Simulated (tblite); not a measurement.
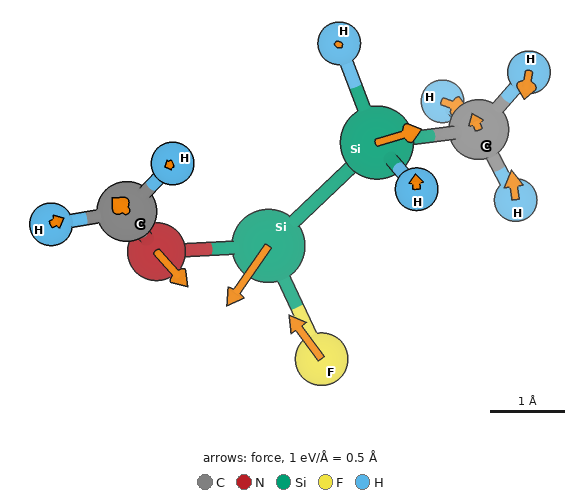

Starting geometry of C₂H₇FNSi₂ (multiplicity 2) with the computed forces as orange arrows. Style: ball-and-stick. Shown at a tilt.

Theory: GFN2-xTB geometry optimisation, gas phase (tblite 0.8.0). 

### Is this structure relaxed? If not, where do the atoms go?

It isn't relaxed: the largest force vector, on a Si atom, is 2.06 eV/Å. The final displacements have little in common with the starting forces (cosine between the two patterns 0.18). The largest move after the best rigid fit is that of an H atom, 0.88 Å. By element the largest moves are H 0.88 Å, Si 0.56 Å, F 0.51 Å, C 0.47 Å, N 0.32 Å. Near-neighbour distances that change, for instance: F–Si 1.708 → 1.625 Å, Si–Si 2.206 → 2.286 Å, N–Si 1.722 → 1.657 Å, C–N 1.255 → 1.293 Å. Among the angles between lasting bonds that change: N–Si–Si 116.7° → 142.3°, Si–Si–H 106.5° → 114.7°, C–N–Si 130.8° → 138.3°. Over 77 geometry steps the energy falls by 57.5 kJ/mol. Cost: 0.44 s on 1 thread of Arm Neoverse V2, with other jobs on the host.
